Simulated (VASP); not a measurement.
Band structure of Fe2Si (space group P-3m1). All values below come from PBEsol GGA, VASP's PBE PAW potentials (set 64) (plane waves; VASP).

The run has a spin-polarised start.

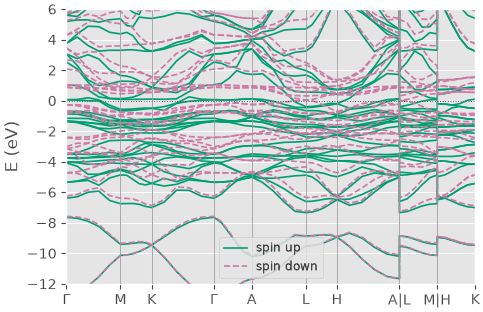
Fig. 1. Bands along high-symmetry lines, zero at the valence-band maximum or, without a gap, the Fermi level

Q: Read the plot: is there a gap, and where are the band edges?

A: It has no gap at this level: it comes out as a metal or semimetal.

The structure comes from a computed database's Fe2Si entry; how it stands against other phases isn't given here. The cell was not relaxed at this level. The k-mesh is coarse (spacing up to 0.37 per Å, 2π included), so the numbers may not be converged in it.
